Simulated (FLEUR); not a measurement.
# Fixed-spin-moment curve of CoPdO2 with FLEUR, part 2 of 2

How stiff is the moment of CoPdO2, and are there other minima?

FLEUR MaX-R8.1; LDA (VWN); all-electron FLAPW, Dirac cores, scalar-relativistic bands.

So far. Step 3 (No spin polarisation): Its energy lies +0.0 meV a cell from the free run's. Step 4 (Moment fixed at 0.075 μB): Its energy lies +0.6 meV a cell from the free run's.

## 5. Moment fixed at 0.15 μB

Input file inp.xml:

```
<?xml version="1.0" encoding="UTF-8" standalone="no"?>
<fleurInput fleurInputVersion="0.39">
   <comment>
      CoPdO2
   </comment>
   <calculationSetup>
      <cutoffs Kmax="4.4" Gmax="13.2" GmaxXC="13.2" numbands="0"/>
      <scfLoop itmax="130" minDistance="0.00002" maxIterBroyd="15" imix="Anderson" alpha="0.05" precondParam="0.0" spinf="2.0" sdNocoIR="T"/>
      <coreElectrons ctail="T" frcor="F" kcrel="0" coretail_lmax="0"/>
      <xcFunctional name="vwn" relativisticCorrections="F"/>
      <magnetism jspins="2" fixed_moment="0.15"/>
      <soc l_soc="F" theta="0.0" phi="0.0" spav="F"/>
      <expertModes spex="0" secvar="F"/>
      <geometryOptimization l_f="F" forcealpha="1.0" forcemix="BFGS" epsdisp="0.00001" epsforce="0.00001"/>
      <ldaU l_linMix="F" mixParam="0.05" spinf="1.0"/>
   </calculationSetup>
   <cell>
      <bzIntegration valenceElectrons="45.0" mode="hist" fermiSmearingEnergy="0.00183747">
         <kPointListSelection listName="default-1"/>
         <xi:include xmlns:xi="http://www.w3.org/2001/XInclude" href="kpts.xml"> </xi:include>
      </bzIntegration>
      <xi:include xmlns:xi="http://www.w3.org/2001/XInclude" href="sym.xml"> </xi:include>
      <bulkLattice scale="1.0">
         <bravaisMatrix>
            <row-1>    2.6881344819502258     1.5519951667747531    11.2627677026159994</row-1>
            <row-2>   -2.6881344819502258     1.5519951667747531    11.2627677026159994</row-2>
            <row-3>    0.0000000000000000    -3.1039903335306089    11.2627677026159994</row-3>
         </bravaisMatrix>
      </bulkLattice>
   </cell>
   <atomSpecies>
      <species name="Cobalt (Co3.000" element="Co" atomicNumber="27">
         <mtSphere radius="2.25" gridPoints="745" logIncrement="0.016"/>
         <atomicCutoffs lmax="8" lnonsphr="6"/>
         <electronConfig flipSpins="F">
            <coreConfig>(1s1/2) (2s1/2) (2p1/2) (2p3/2)</coreConfig>
            <valenceConfig>(3s1/2) (3p1/2) (3p3/2) (4s1/2) (3d3/2) (3d5/2)</valenceConfig>
            <stateOccupation state="(3d3/2)" spinUp="2.0" spinDown="0.8"/>
            <stateOccupation state="(3d5/2)" spinUp="3.0" spinDown="1.2"/>
         </electronConfig>
         <energyParameters s="4" p="4" d="3" f="4"/>
         <lo type="SCLO" l="0" n="3" eDeriv="0"/>
         <lo type="SCLO" l="1" n="3" eDeriv="0"/>
      </species>
      <species name="Palladium (Pd)" element="Pd" atomicNumber="46">
         <mtSphere radius="2.42" gridPoints="801" logIncrement="0.016"/>
         <atomicCutoffs lmax="10" lnonsphr="8"/>
         <electronConfig flipSpins="F">
            <coreConfig>(1s1/2) (2s1/2) (2p1/2) (2p3/2) (3s1/2) (3p1/2) (3p3/2) (4s1/2) (3d3/2) (3d5/2)</coreConfig>
            <valenceConfig>(4p1/2) (4p3/2) (5s1/2) (4d3/2) (4d5/2)</valenceConfig>
            <stateOccupation state="(5s1/2)" spinUp="0.500000" spinDown="0.500000"/>
            <stateOccupation state="(4d3/2)" spinUp="1.800000" spinDown="1.800000"/>
            <stateOccupation state="(4d5/2)" spinUp="2.700000" spinDown="2.700000"/>
         </electronConfig>
         <energyParameters s="5" p="5" d="4" f="4"/>
         <lo type="SCLO" l="1" n="4" eDeriv="0"/>
      </species>
      <species name="Oxygen (O)" element="O" atomicNumber="8">
         <mtSphere radius="1.27" gridPoints="421" logIncrement="0.025"/>
         <atomicCutoffs lmax="6" lnonsphr="4"/>
         <electronConfig flipSpins="F">
            <coreConfig>(1s1/2)</coreConfig>
            <valenceConfig>(2s1/2) (2p1/2) (2p3/2)</valenceConfig>
            <stateOccupation state="(2p1/2)" spinUp="0.666667" spinDown="0.666667"/>
            <stateOccupation state="(2p3/2)" spinUp="1.333333" spinDown="1.333333"/>
         </electronConfig>
         <energyParameters s="2" p="2" d="3" f="4"/>
      </species>
   </atomSpecies>
   <atomGroups>
      <atomGroup species="Cobalt (Co3.000">
         <relPos label="                   1">1.000/2.000 1.000/2.000 1.000/2.000</relPos>
         <force calculate="T" relaxXYZ="TTT"/>
      </atomGroup>
      <atomGroup species="Palladium (Pd)">
         <relPos label="                   2">.0000000000 .0000000000 .0000000000</relPos>
         <force calculate="T" relaxXYZ="TTT"/>
      </atomGroup>
      <atomGroup species="Oxygen (O)">
         <relPos label="                   3">.1121500000 .1121500000 .1121500000</relPos>
         <relPos label="                   4">-.1121500000 -.1121500000 -.1121500000</relPos>
         <force calculate="T" relaxXYZ="TTT"/>
      </atomGroup>
   </atomGroups>
   <output dos="F" band="F" slice="F">
      <bandDOS minEnergy="-.5*Htr" maxEnergy="0.5*Htr" sigma="0.015" storeEVData="T"/>
      <plotting iplot="0" polar="F">
         <plot TwoD="T" vec1="  1.0  0.0  0.0" vec2="  0.0  1.0  0.0" vec3="  0.0  0.0  1.0" zero="  0.0  0.0  0.0" file="plot"/>
      </plotting>
      <moessbauerParams electricFieldGradient="F" isomerShift="F" coreHyperfine="F" valenceHyperfine="F"/>
   </output>
</fleurInput>
```

Run with:

```bash
$ OMP_NUM_THREADS=1 mpirun -n 4 fleur_MPI > fleur.log
```

Log:

```text
[banner, memory and clock lines left out]
Welcome to FLEUR        (www.flapw.de)
      MaX-Release 8.1          (www.max-centre.eu)

 ========== k-point set info ==========
 Selected k-point list: default-1
 k-point list type: mesh
 0 x 0 x 0
 Number of k points: 68

 [... set-up left out ...]
 Iteration:     1   Distance:       1.55632572 me/bohr^3
 Iteration:     2   Distance:       1.48351551 me/bohr^3
 Iteration:     3   Distance:       0.10015243 me/bohr^3
 Iteration:     4   Distance:       0.09769247 me/bohr^3
 Iteration:     5   Distance:       0.04299833 me/bohr^3
[...]
<sumOfEigenvalues value="    -3886.7405962432">
               <coreElectrons value="-3864.2185255697"/>
               <valenceElectrons value="-22.5220706735"/>
            </sumOfEigenvalues>
         [... left out ...]
            <freeEnergy value="-6583.0794372558"/>
            <extrapolationTo0K value="-6583.0791933830"/>
         </totalEnergy>
         <densityConvergence units="me/bohr^3">
            <chargeDensity spin="1" distance="0.0000124889"/>
            <chargeDensity spin="2" distance="0.0000092512"/>
            <overallChargeDensity distance="0.0000196714"/>
            <spinDensity distance="0.0000098058"/>
         </densityConvergence>
      </iteration>
```

Run time: 42 s. Hardware: 4 MPI ranks of Intel Xeon 6975P-C (Granite Rapids), shared host; peak memory 0.35 GiB; 2.8 min of CPU time.

This step gave:

- magnetization: 0.15 μB

Its energy lies +3.4 meV a cell from the free run's.

## 6. Moment fixed at 0.225 μB

Edit inp.xml of step 5 so:

```diff
@@ -10,3 +10,3 @@
       <xcFunctional name="vwn" relativisticCorrections="F"/>
-      <magnetism jspins="2" fixed_moment="0.15"/>
+      <magnetism jspins="2" fixed_moment="0.225"/>
       <soc l_soc="F" theta="0.0" phi="0.0" spav="F"/>
```

Log:

```text
[banner, memory and clock lines left out]
Welcome to FLEUR        (www.flapw.de)
      MaX-Release 8.1          (www.max-centre.eu)

 ========== k-point set info ==========
 Selected k-point list: default-1
 k-point list type: mesh
 0 x 0 x 0
 Number of k points: 68

 [... set-up left out ...]
 Iteration:     1   Distance:       2.31679768 me/bohr^3
 Iteration:     2   Distance:       2.21043028 me/bohr^3
 Iteration:     3   Distance:       1.76903497 me/bohr^3
 Iteration:     4   Distance:       0.14107988 me/bohr^3
 Iteration:     5   Distance:       0.11367409 me/bohr^3
[...]
<sumOfEigenvalues value="    -3886.7309315635">
               <coreElectrons value="-3864.2179149389"/>
               <valenceElectrons value="-22.5130166246"/>
            </sumOfEigenvalues>
         [... left out ...]
            <freeEnergy value="-6583.0790736139"/>
            <extrapolationTo0K value="-6583.0787881239"/>
         </totalEnergy>
         <densityConvergence units="me/bohr^3">
            <chargeDensity spin="1" distance="0.0000048215"/>
            <chargeDensity spin="2" distance="0.0000054640"/>
            <overallChargeDensity distance="0.0000081763"/>
            <spinDensity distance="0.0000062733"/>
         </densityConvergence>
      </iteration>
```

The job ended after 55 s (4 MPI ranks; peak memory 0.35 GiB).

This step gave:

```yaml
magnetization: 0.225 μB
```

Its energy lies +13.3 meV a cell from the free run's.

## 7. E(M)

The other moments were run in the same way.

Table of energy over the lowest by total spin moment:

| total spin moment (μB a cell) | energy over the lowest (meV a cell) |
| --- | --- |
| 0.000 | 0 |
| 0.000 | 0 |
| 0.075 | 0.632 |
| 0.150 | 3.36 |
| 0.225 | 13.3 |
| 0.300 | 27.5 |
| 0.375 | 44.4 |
| 0.450 | 63.1 |
| 0.525 | 83.3 |
| 0.600 | 105 |

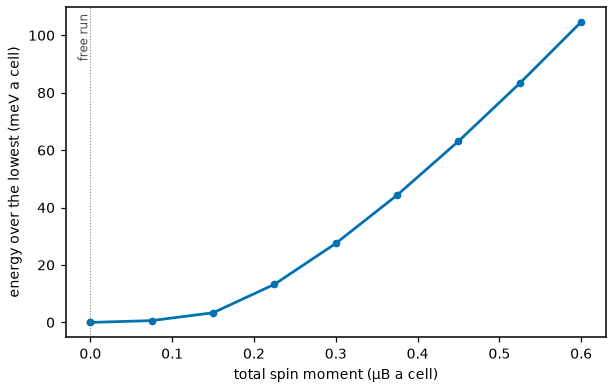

Energy over the lowest against total spin moment.

The moment, largest sphere moment by total spin moment:

| total spin moment (μB a cell) | moment, largest sphere moment (μB) |
| --- | --- |
| 0.000 | 0 |
| 0.000 | 0 |
| 0.075 | 0.0524 |
| 0.150 | 0.103 |
| 0.225 | 0.138 |
| 0.300 | 0.170 |
| 0.375 | 0.201 |
| 0.450 | 0.232 |
| 0.525 | 0.261 |
| 0.600 | 0.287 |

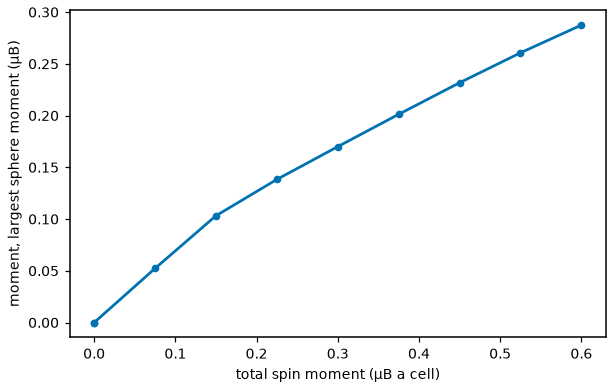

Moment, largest sphere moment, plotted against total spin moment.

## 8. Results

- moment of the free run: 1.2e-6 μB a cell
- moment of the lowest point: 1.2e-6 μB a cell
- energy of the spinless run: 2.7e-5 meV a cell over the lowest

The curve is lowest at zero moment. The free run fell to the same state without moments. Opposed orders, which also have no total moment, were not run.

[Logs and program files are shortened in this print: banners, set-up blocks, solver, clock and traceback lines can be left out without a mark of their own.]

[Logs are printed without paths, hosts, clocks, repeated set-up lines and the standing remarks that a program may print on its own settings, such as how far it seeks lower states.]

[Hosts, paths, dates, database ids (printed as entryN), source tags and the programs' standing remarks are cut or masked in the printed files.]

[Where a cell is said to come from a database of computed structures, the database is the Materials Project.]
